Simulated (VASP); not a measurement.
Consider the following.

```
TaS2
1.0
    1.63568     0.94436     5.90434
   -1.63568     0.94436     5.90434
    0.00000    -1.88872     5.90434
Ta S
1 2
Direct
  0.83336   0.83336   0.83336
  0.41197   0.41197   0.41197
  0.58767   0.58767   0.58767
```

The numbers are results of LDA (Ceperley-Alder, Perdew-Zunger), VASP's LDA PAW potentials (set 64) (plane waves; VASP), not measurements. Settings: 400 eV cut-off, 12×12×12 Γ-centred mesh, tetrahedra with Blöchl corrections, potentials Ta_pv S.

Unless said otherwise, spin-orbit coupling is left out, though it shifts the bands of the heavy elements here.

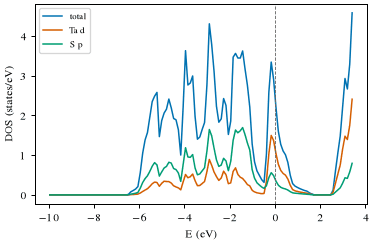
Figure. Total and projected density of states, zero at the Fermi level

Within 2 eV below the Fermi level the largest weight inside VASP's projection spheres is S p, then Ta d.

It has no gap at this level: it comes out as a metal or semimetal.

The structure comes from a computed database's TaS2 entry (R3m); how it stands against other phases isn't given here. It was relaxed first, which changed the volume by -10 %. The electron count is odd and the run is not spin-polarised, which forces a metal.
